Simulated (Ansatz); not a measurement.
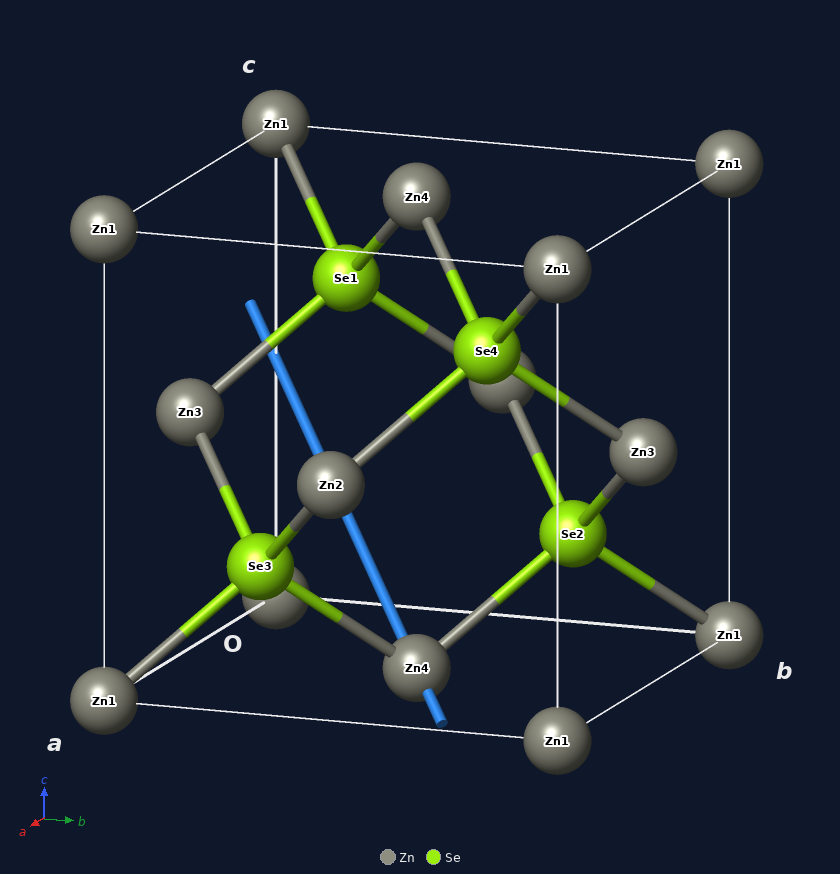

For ZnSe, coordinates from a relaxation with DFT, PBE, plane waves, PAW (Ansatz 0.2.0); the starting structure was generated, so it need not be a known form of this composition: the coloured rod is the axis of a symmetry operation of the crystal. The drawing is computed from the coordinates (standard cell, symmetry found to 0.002 Å).

a = 5.732 Å, b = 5.732 Å, c = 5.732 Å, α = 90.00°, β = 90.00°, γ = 90.00°.

```tsv
atom	x	y	z
Zn1	0.0000	0.0000	0.0000
Se1	0.2500	0.2500	0.7500
Zn2	0.0000	0.5000	0.5000
Se2	0.2500	0.7500	0.2500
Zn3	0.5000	0.0000	0.5000
Se3	0.7500	0.2500	0.2500
Zn4	0.5000	0.5000	0.0000
Se4	0.7500	0.7500	0.7500
```

Take the operation x, y, z → y, −z+1/2, −x+1/2.

What kind of operation is it, and where does it lie?

It is a 3-fold rotation, about the line along [−1 −1 1] through (1/3, 1/3, 1/6).

Onto which atom does it carry each atom (up to whole multiples of a, b and c)?

Zn1 → Zn2, Se1 → Se2, Zn2 → Zn3, Se2 → Se3, Zn3 → Zn1, Se3 → Se1, Zn4 → Zn4, Se4 → Se4.

What is the crystal's space group?

No. 216, F-43m.
